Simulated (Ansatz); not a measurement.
# CF2NSn radical: how energies converge with the basis set

How large a basis does CF2NSn radical need? Two functionals are run in growing sets.

Computed with Ansatz 0.2.0, Gaussian basis. Level: one geometry, several basis sets.

The runs, in order: PBE0-D4/def2-SVP; ωB97M-V/def2-SVP; PBE0-D4/def2-QZVPP; ωB97M-V/def2-QZVPP; the functionals' def2-TZVPP values are taken from earlier runs.

### Step 1. Structure used throughout

The geometry comes from an earlier relaxation with PBE0-D4 in a triple-zeta def2 set; it is a stationary point. Sn takes the def2 core potential; no spin-orbit term is included.

5 atoms, charge 0, spin multiplicity 2.

Atoms are counted from 1 here; the program's logs count them from 0.

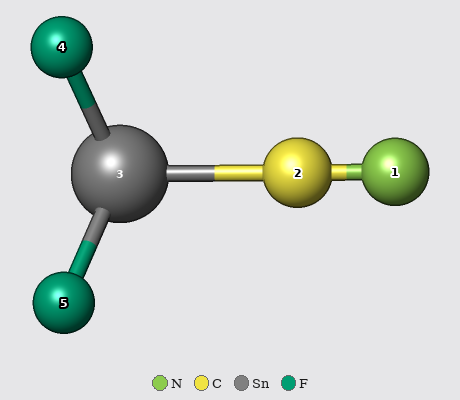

The structure; nitrogen green, carbon yellow, tin grey, fluorine teal; atoms are numbered from 1 in the order of the file.

### Step 2. PBE0-D4 in def2-SVP

Contents of in.yaml:

```yaml
crystal:
  periodic: [false, false, false]
  atoms:
    - {symbol: N, position_ang: [1.316436, -1.575839, 1.359709]}
    - {symbol: C, position_ang: [0.644056, -0.817591, 0.809647]}
    - {symbol: Sn, position_ang: [-0.707933, 0.614059, 0.020019]}
    - {symbol: F, position_ang: [-1.578759, -0.248604, -1.438850]}
    - {symbol: F, position_ang: [0.376098, 1.954375, -0.791926]}
basis:
  gaussian: {orbitals: def2-SVP}
magnetization: {spin_polarized: true, initial_magnetization: 1}
hamiltonian: {xc: pbe0, dispersion: d4}
output: {orbitals: {seedname: orbitals}}
```

Command:

```
ansatz run in.yaml --threads 4 --pin off --events-out ev --progress --plain --max-ram 10444MiB
```

Standard output:

```text
Functional definition: PBE0
  name "PBE0"
  cite "Adamo & Barone, J. Chem. Phys. 110, 6158 (1999) doi:10.1063/1.478522"
  cite "Perdew, Burke & Ernzerhof, Phys. Rev. Lett. 77, 3865 (1996) doi:10.1103/PhysRevLett.77.3865"
  parent pbe
  parameter a = 0.25
  parameter kappa = 0.804
  parameter beta = 0.06672455060314922
  exchange = (1 - a)*pbe_x(kappa = kappa, mu = beta*pi^2/3) + a*exact_x
  correlation = pbe_c(beta = beta)
882 factors; integrals over basis functions are off by at most 4.9e-4 eV
mean field evaluation 1: about -13769.9415 eV, gradient 4.2e1 eV
mean field evaluation 2: about -13740.9863 eV, gradient 8.9e1 eV
mean field evaluation 4: about -13777.1088 eV, gradient 4.5e0 eV
mean field evaluation 8: about -13777.3415 eV, gradient 3.4e-1 eV
mean field evaluation 16: about -13777.3423 eV, gradient 3.4e-3 eV
mean field -13777.34228193 eV, -506.3079902428 hartree, gradient 1.1e-5 eV, S^2 0.752831; 0 other end points of the search recorded, 0 dependent functions left out
reference -13777.34230742 eV, -506.3079911798 hartree; 27, 26 occupied and 55, 56 virtual orbitals, 882 factors
Total energy: -13777.43808610 eV, -506.3115109811 hartree
```

Run time: 1.4 s. Hardware: 4 threads of Arm Neoverse V1, shared host.

### Step 3. ωB97M-V in def2-SVP

in.yaml: that of step 2 with these lines changed.

```diff
@@ -11,3 +11,3 @@
 magnetization: {spin_polarized: true, initial_magnetization: 1}
-hamiltonian: {xc: pbe0, dispersion: d4}
+hamiltonian: {xc: {name: wB97M-V}}
 output: {orbitals: {seedname: orbitals}}
```

Same command.

Standard output, shortened:

```text
Functional definition: wB97M-V
  name "wB97M-V"
  cite "Mardirossian & Head-Gordon, J. Chem. Phys. 144, 214110 (2016) doi:10.1063/1.4952647"
  cite "Becke, J. Chem. Phys. 107, 8554 (1997) doi:10.1063/1.475007"
  cite "Vydrov & Van Voorhis, J. Chem. Phys. 133, 244103 (2010) doi:10.1063/1.3521275"
  # Of w^i u^j: cxij and so on, Table III.
[...]
  gx(w, u) = 1 - cx + cx01*u + cx10*w
  gss(w, u) = css00 + css04*u^4 + css10*w + css20*w^2 + css43*w^4*u^3
  gos(w, u) = cos00 + cos10*w + (cos20 + cos21*u)*w^2 + (cos60 + cos61*u)*w^6
[...]
      + integral(e_c_pw_mod_opposite_spin*gos(b97_w_opposite, b97_u_opposite)) + vv10(b, c)
882 factors; integrals over basis functions are off by at most 4.9e-4 eV
187 factors; integrals over basis functions are off by at most 5.6e-6 eV
[...]
mean field -13782.13598417 eV, -506.4841555510 hartree, gradient 3.8e-5 eV, S^2 0.753297; 0 other end points of the search recorded, 0 dependent functions left out
reference -13782.13602300 eV, -506.4841569779 hartree; 27, 26 occupied and 55, 56 virtual orbitals, 882 factors
Total energy: -13782.13602300 eV, -506.4841569779 hartree
```

Run time: 6.5 s. Hardware: 4 threads of Arm Neoverse V1, shared host; peak memory 0.39 GiB.

### Step 4. PBE0-D4 in def2-QZVPP

in.yaml: that of step 3 with these lines changed.

```diff
@@ -9,5 +9,5 @@
 basis:
-  gaussian: {orbitals: def2-SVP}
+  gaussian: {orbitals: "def2-QZVPP.json"}
 magnetization: {spin_polarized: true, initial_magnetization: 1}
-hamiltonian: {xc: {name: wB97M-V}}
+hamiltonian: {xc: pbe0, dispersion: d4}
 output: {orbitals: {seedname: orbitals}}
```

Same command.

Standard output:

```text
Functional definition: PBE0
  name "PBE0"
  cite "Adamo & Barone, J. Chem. Phys. 110, 6158 (1999) doi:10.1063/1.478522"
  cite "Perdew, Burke & Ernzerhof, Phys. Rev. Lett. 77, 3865 (1996) doi:10.1103/PhysRevLett.77.3865"
  parent pbe
  parameter a = 0.25
  parameter kappa = 0.804
  parameter beta = 0.06672455060314922
  exchange = (1 - a)*pbe_x(kappa = kappa, mu = beta*pi^2/3) + a*exact_x
  correlation = pbe_c(beta = beta)
1169 factors; their error is unknown
mean field evaluation 1: about -13779.2251 eV, gradient 4.9e1 eV
mean field evaluation 2: about -13740.4446 eV, gradient 1.0e2 eV
mean field evaluation 4: about -13787.9663 eV, gradient 6.9e0 eV
mean field evaluation 8: about -13788.1418 eV, gradient 3.4e-1 eV
mean field evaluation 16: about -13788.2151 eV, gradient 4.7e-3 eV
mean field -13788.21505554 eV, -506.7075573034 hartree, gradient 1.2e-5 eV, S^2 0.752999; 0 other end points of the search recorded, 0 dependent functions left out
reference -13788.21508894 eV, -506.7075585308 hartree; 27, 26 occupied and 283, 284 virtual orbitals, 1169 factors
Total energy: -13788.31086762 eV, -506.7110783322 hartree
```

Wall time 8 s (4 threads of Arm Neoverse V1, shared host); peak memory 0.97 GiB.

### Step 5. ωB97M-V in def2-QZVPP

in.yaml: that of step 4 with these lines changed.

```diff
@@ -11,3 +11,3 @@
 magnetization: {spin_polarized: true, initial_magnetization: 1}
-hamiltonian: {xc: pbe0, dispersion: d4}
+hamiltonian: {xc: {name: wB97M-V}}
 output: {orbitals: {seedname: orbitals}}
```

Same command.

Standard output, shortened:

```text
Functional definition: wB97M-V
  name "wB97M-V"
  cite "Mardirossian & Head-Gordon, J. Chem. Phys. 144, 214110 (2016) doi:10.1063/1.4952647"
  cite "Becke, J. Chem. Phys. 107, 8554 (1997) doi:10.1063/1.475007"
  cite "Vydrov & Van Voorhis, J. Chem. Phys. 133, 244103 (2010) doi:10.1063/1.3521275"
  # Of w^i u^j: cxij and so on, Table III.
[...]
  gx(w, u) = 1 - cx + cx01*u + cx10*w
  gss(w, u) = css00 + css04*u^4 + css10*w + css20*w^2 + css43*w^4*u^3
  gos(w, u) = cos00 + cos10*w + (cos20 + cos21*u)*w^2 + (cos60 + cos61*u)*w^6
[...]
      + integral(e_c_pw_mod_opposite_spin*gos(b97_w_opposite, b97_u_opposite)) + vv10(b, c)
1152 factors; their error is unknown
215 factors; integrals over basis functions are off by at most 6.2e-5 eV
[...]
mean field -13793.21059054 eV, -506.8911398284 hartree, gradient 5.2e-5 eV, S^2 0.753342; 0 other end points of the search recorded, 0 dependent functions left out
reference -13793.21064311 eV, -506.8911417605 hartree; 27, 26 occupied and 283, 284 virtual orbitals, 1152 factors
Total energy: -13793.21064311 eV, -506.8911417605 hartree
```

Run time: 20 s. Hardware: 4 threads of Arm Neoverse V1, shared host; peak memory 1.3 GiB.

### Step 6. Density functionals: the series

The def2-TZVPP values come from earlier runs at the same geometry.

```csv
functional,basis,functions,energy (eV),from the largest (eV),HOMO (eV),LUMO (eV)
PBE0-D4,def2-SVP,82,-13777.4381,10.873,-8.53,-5.39
PBE0-D4,def2-TZVPP,174,-13787.7897,0.521,-8.69,-5.53
PBE0-D4,def2-QZVPP,310,-13788.3109,0.000,-8.71,-5.54
ωB97M-V,def2-SVP,82,-13782.1360,11.075,-10.63,-3.52
ωB97M-V,def2-TZVPP,174,-13792.7219,0.489,-10.86,-3.71
ωB97M-V,def2-QZVPP,310,-13793.2106,0.000,-10.87,-3.75
```

### Step 7. What came out

```
                                       quantity           value
PBE0-D4: double and triple zeta above quadruple  10.87, 0.52 eV
ωB97M-V: double and triple zeta above quadruple  11.07, 0.49 eV
```

What this shows: PBE0-D4 gains 10.35 eV from double to triple zeta, then 0.52 eV more. These are total energies; as a rule much of such shifts cancels in differences, which this series doesn't test.

For PBE0-D4 the largest set took about 6 times as long as the smallest (8 s against 1.4 s).
